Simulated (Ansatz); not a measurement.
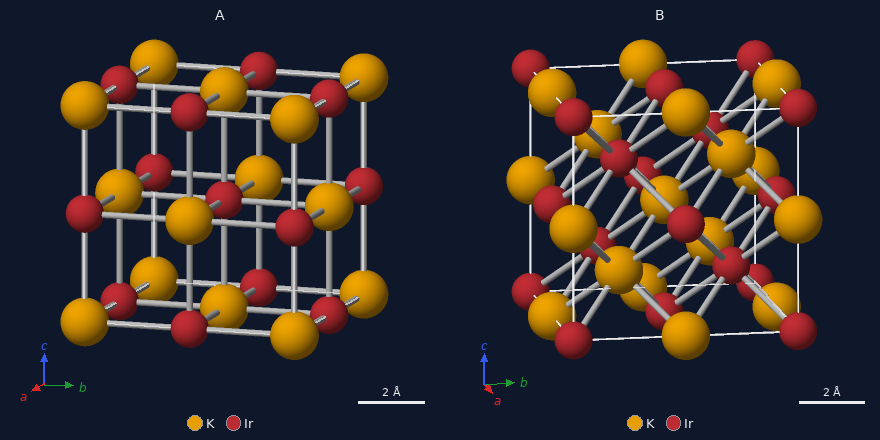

Two structures of KIr, each relaxed to rest (conventional cells in solid outline, small ones repeated, not to one scale). Method: DFT PBE, scalar-relativistic, plane waves, PAW (Ansatz 0.2.0), with collinear spins.

**Give the type and space group of each.**

A: rock salt (NaCl type), Fm-3m. B: 16 atoms a cell on a face-centred cubic lattice, Fd-3m.

**Which polymorph is favoured?**

B is lower, by 945 meV/atom at this level of theory (energies at zero smearing). Volumes: A 38.8, B 21.9 Å³/atom.

One or both may be structure types tried for this composition rather than known phases.
